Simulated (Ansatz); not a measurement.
# CH5AlSi: the cost of one run

Method: single points in def2-TZVPP; program: Ansatz 0.2.0, Gaussian basis.

Cores are frozen in the correlated methods.

### Step 1. The system as given

8 atoms, charge 0, spin multiplicity 1.

Atoms are counted from 1 here; the program's logs count them from 0.

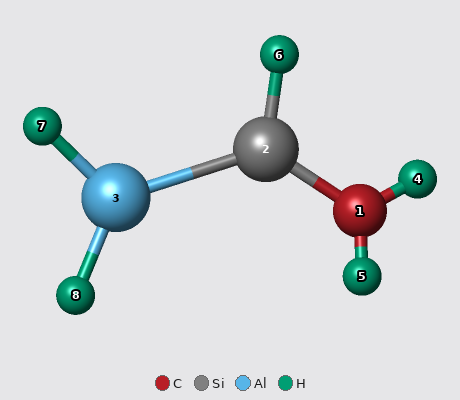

Start geometry, drawn with carbon red, silicon grey, aluminium blue, hydrogen teal; atoms are numbered from 1 in the order of the file.

As a file:

```mol
CH5AlSi
  3D, bonds by distance, orders not assigned

  8  7  0  0  0  0  0  0  0  0999 V2000
   -1.3331    0.9029   -0.9915 C   0  0
   -0.0054    0.6908    0.1180 Si  0  0
    1.1616   -1.3726    0.7592 Al  0  0
   -1.8453    1.8453   -0.9836 H   0  0
   -1.7124    0.1578   -1.5779 H   0  0
    0.5931    1.9434    0.6329 H   0  0
    2.5416   -1.2592    1.6077 H   0  0
    0.9147   -2.9259    0.2892 H   0  0
  1  2  8  0
  1  4  8  0
  1  5  8  0
  2  3  8  0
  2  6  8  0
  3  7  8  0
  3  8  8  0
M  END
```

### Step 2. PBE-D4/def2-TZVPP

Contents of run/in.yaml:

```yaml
crystal:
  periodic: [false, false, false]
  atoms:
    - {symbol: C, position_ang: [-1.333123, 0.902866, -0.991547]}
    - {symbol: Si, position_ang: [-0.005358, 0.690779, 0.117975]}
    - {symbol: Al, position_ang: [1.161644, -1.372561, 0.759202]}
    - {symbol: H, position_ang: [-1.845270, 1.845272, -0.983622]}
    - {symbol: H, position_ang: [-1.712449, 0.157796, -1.577900]}
    - {symbol: H, position_ang: [0.593115, 1.943387, 0.632885]}
    - {symbol: H, position_ang: [2.541591, -1.259168, 1.607718]}
    - {symbol: H, position_ang: [0.914689, -2.925850, 0.289211]}
basis:
  gaussian: {orbitals: def2-TZVPP}
hamiltonian: {xc: pbe, dispersion: d4}
output: {forces: true}
```

Started as:

```console
$ ansatz run in.yaml --threads 2 --pin off --events-out ev --progress --plain --max-ram 3481MiB
```

What time and memory should one allow on 2 threads of Arm Neoverse V2, shared host?

About 2 s, with a peak of 0.19 GiB.
